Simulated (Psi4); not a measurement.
# AlH (SMILES [AlH]): B2PLYP/cc-pCVTZ (density fitting, density fitting for correlation, sweep point 4)

Aim: the vertical ionisation energy of AlH at B2PLYP/cc-pCVTZ (density fitting, density fitting for correlation, sweep point 4), from 2 runs. 

The results are computed with Psi4 1.11.

## (1) The molecule

The species is AlH (2 atoms), meant as a singlet with charge 0. As SMILES, `[AlH]`. The shape comes from GFN2-xTB, which is rough for such elements, and wasn't checked as a minimum.

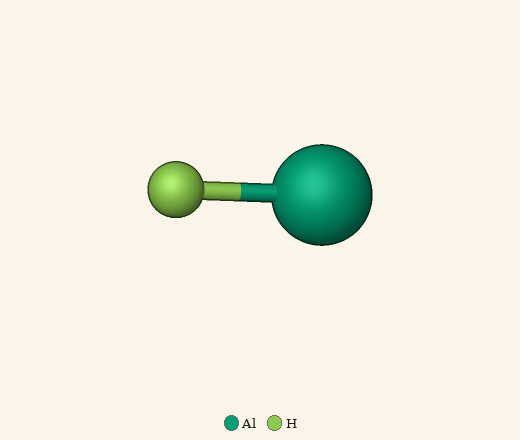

Viewed from a chosen angle; aluminium teal, hydrogen green.

## (2) The energy at B2PLYP/cc-pCVTZ (density fitting, density fitting for correlation, sweep point 4)

File input.dat:

```
memory 1600 mb

molecule system {
  0 1
  Al     0.000000     0.000000     0.000000
  H      0.000000     0.000000     1.613470
  symmetry c1
}

set globals {
  basis                cc-pCVTZ
  puream               true
  scf_type             df
  dft_radial_points    99
  dft_spherical_points 590
  num_frozen_docc      0
}

result, w = energy('b2plyp', return_wfn=True)
print_variables()
```

Launch:

```
$ psi4 input.dat output.dat -n 1
```

output.dat:

```text
[...]
  Running in c1 symmetry.
[...]
  Nuclear repulsion =    4.263670064339592
[...]
  Multiplicity = 1
[...]
  Nalpha       = 7
  Nbeta        = 7
[...]
    Number of basis functions: 73
[...]
   @DF-RKS iter   1:  -242.83362390360847   -4.32865e-01   2.65149e-03 DIIS/ADIIS
[...]
   @DF-RKS iter   6:  -242.84459633222761   -2.13064e-08   3.97396e-07 DIIS
[...]
    Orbital Energies [Eh]
    ---------------------
    Doubly Occupied:
       1A    -57.059575     2A     -4.452503     3A     -2.905399
       4A     -2.905399     5A     -2.900952     6A     -0.424422
       7A     -0.240743
[...]
  @DF-RKS Final Energy:  -242.84459633222761
   => Energetics <=
    Nuclear Repulsion Energy =              4.2636700643395917
    One-Electron Energy =                -345.9597228646230178
    Two-Electron Energy =                 107.9034884314324785
    DFT Exchange-Correlation Energy =      -9.0520319633766331
    Empirical Dispersion Energy =           0.0000000000000000
    VV10 Nonlocal Energy =                  0.0000000000000000
    Total Energy =                       -242.8445963322275816
[...]
 Multipole Moments:
 ------------------------------------------------------------------------------------
     Multipole            Electronic (a.u.)      Nuclear  (a.u.)        Total (a.u.)
 ------------------------------------------------------------------------------------
 L = 1.  Multiply by 2.5417464519 to convert [e a0] to [Debye]
 Dipole X            :         -0.0000000            0.0000000           -0.0000000
 Dipole Y            :         -0.0000000            0.0000000           -0.0000000
 Dipole Z            :         -1.4807696            1.5119950            0.0312255
 Magnitude           :                                                    0.0312255
[...]
```

Wall time 4.8 s (1 thread of AMD EPYC 7R43 (Zen 3), shared host); peak memory 0.47 GiB.

## (3) The doublet cation, same level

File input.dat:

```
memory 1.6 GB

molecule {
  1 2
  Al     0.000000     0.000000     0.000000
  H      0.000000     0.000000     1.613470
  units angstrom
  symmetry c1
}

set {
  basis cc-pCVTZ
  reference uks
  puream true
  scf_type df
  dft_radial_points 99
  dft_spherical_points 590
  num_frozen_docc 0
  maxiter 150
}

e_tot, wfn = energy("b2plyp", return_wfn=True)
print_variables()
```

Launch:

```
$ psi4 input.dat output.dat -n 1
```

output.dat:

```text
[...]
  Running in c1 symmetry.
[...]
  Nuclear repulsion =    4.263670064339592
[...]
  Multiplicity = 2
[...]
  Nalpha       = 7
  Nbeta        = 6
[...]
    Number of basis functions: 73
[...]
   @DF-UKS iter   1:  -242.53325181148654   -1.32493e-01   2.44044e-03 ADIIS/DIIS
[...]
   @DF-UKS iter   8:  -242.55609316427154   -2.42851e-07   5.43851e-07 DIIS
[...]
   @S^2 Observed:                7.659289116E-01
[...]
    Orbital Energies [Eh]
    ---------------------
    Alpha Occupied:
       1A    -57.391906     2A     -4.780964     3A     -3.232224
       4A     -3.232224     5A     -3.231793     6A     -0.727174
       7A     -0.554111
    Alpha Virtual:
       8A     -0.270604     9A     -0.270604    10A     -0.139708
      11A     -0.070585    12A     -0.038685    13A     -0.038685
      14A     -0.020843    15A     -0.020843    16A     -0.007523
      17A      0.024687    18A      0.024687    19A      0.126199
      20A      0.226895    21A      0.455944    22A      0.455944
      23A      0.486860    24A      0.486860    25A      0.492639
[...]
  @DF-UKS Final Energy:  -242.55609316427154
   => Energetics <=
    Nuclear Repulsion Energy =              4.2636700643395917
    One-Electron Energy =                -341.5871699674967772
    Two-Electron Energy =                 103.7037431427302465
    DFT Exchange-Correlation Energy =      -8.9363364038445798
    Empirical Dispersion Energy =           0.0000000000000000
    VV10 Nonlocal Energy =                  0.0000000000000000
    Total Energy =                       -242.5560931642715445
[...]
 Multipole Moments:
 ------------------------------------------------------------------------------------
     Multipole            Electronic (a.u.)      Nuclear  (a.u.)        Total (a.u.)
 ------------------------------------------------------------------------------------
 L = 1.  Multiply by 2.5417464519 to convert [e a0] to [Debye]
 Dipole X            :          0.0000000            0.0000000            0.0000000
 Dipole Y            :          0.0000000            0.0000000            0.0000000
 Dipole Z            :         -1.6786254            1.5119950           -0.1666304
 Magnitude           :                                                    0.1666304
[...]
```

Wall time 6.9 s (1 thread of AMD EPYC 7R43 (Zen 3), shared host); peak memory 0.47 GiB.

## (4) What came out

At B2PLYP/cc-pCVTZ (density fitting, density fitting for correlation, sweep point 4):

| quantity | value |
| --- | --- |
| singlet AlH: total energy | -242.95795 Eh |
| singlet AlH: HOMO energy (SCF part's orbitals) | -6.55 eV |
| singlet AlH: LUMO energy (SCF part's orbitals) | -0.75 eV |
| singlet AlH: HOMO–LUMO gap (SCF part's orbitals) | 5.80 eV |
| doublet cation: total energy | -242.65918 Eh |
| doublet cation: HOMO energy (SCF part's orbitals) (highest over α and β) | -15.08 eV |
| doublet cation: LUMO energy (SCF part's orbitals) (lowest over α and β) | -9.17 eV |
| doublet cation: ⟨S²⟩ | 0.766 |
| vertical ionisation energy (to the doublet cation) | 8.130 eV |

What this shows: The vertical ionisation energy comes to 8.13 eV (784 kJ/mol). The negative HOMO energy of the first species, 6.55 eV, lies 1.58 eV below that difference.
